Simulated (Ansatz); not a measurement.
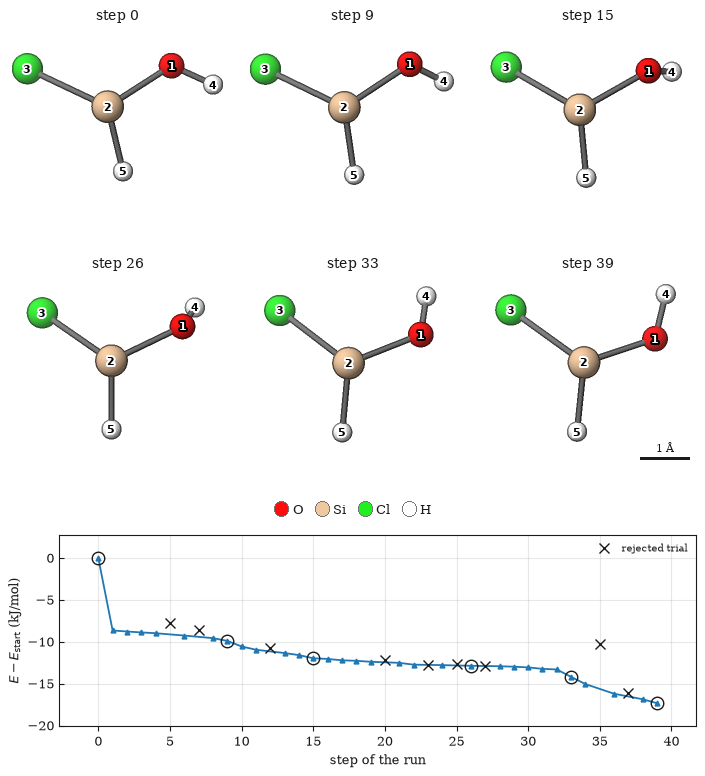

Frames of a relaxation of SiH2OCl (multiplicity 2), marked on the history of the run. A ball-and-stick model, seen face on.

The run prepares an end point of a later path (torsion) calculation, from a guessed geometry.

Computed with UHF/def2-SVP in Ansatz 0.2.0. Settings: collinear spin; force threshold 0.015 eV/Å; at most 40 steps.

Describe the path.

The relaxation stopped without meeting its thresholds, so the last structure isn't shown to be converged. It used up its limit of 40 steps. The energy falls by 17.3 kJ/mol in 30 accepted moves (39 points after the start). Largest force component: 0.98 eV/Å at the start, 0.092 eV/Å at the end. The line search rejected the trial steps at points 5, 7, 12, 20, 23, 25, 27, 35 and more of the run. H4 moves most after the best rigid fit: 0.87 Å. Largest moves by element: H 0.87 Å, O 0.60 Å, Cl 0.31 Å, Si 0.21 Å. Near-neighbour distances that change, for instance: Si2–Cl3 2.042 → 2.083 Å, Si2–H5 1.448 → 1.474 Å, O1–Si2 1.628 → 1.641 Å, O1–H4 0.954 → 0.947 Å. Bond angles that change, for instance: O1–Si2–H5 102.1° → 107.0°, Cl3–Si2–H5 112.6° → 108.8°, Si2–O1–H4 124.2° → 120.9°. Groups turn about O1–Si2 by about 170°. From step 0 to 9: O and H atoms move most (0.21 Å), energy −9.89 kJ/mol. From step 9 to 15: H4 moves most (0.29 Å), energy −2.08 kJ/mol. From step 15 to 26: H4 moves most (0.28 Å), energy −0.90 kJ/mol. From step 26 to 33: H4 moves most (0.26 Å), energy −1.33 kJ/mol. From step 33 to 39: O1 moves most (0.23 Å), energy −3.14 kJ/mol.
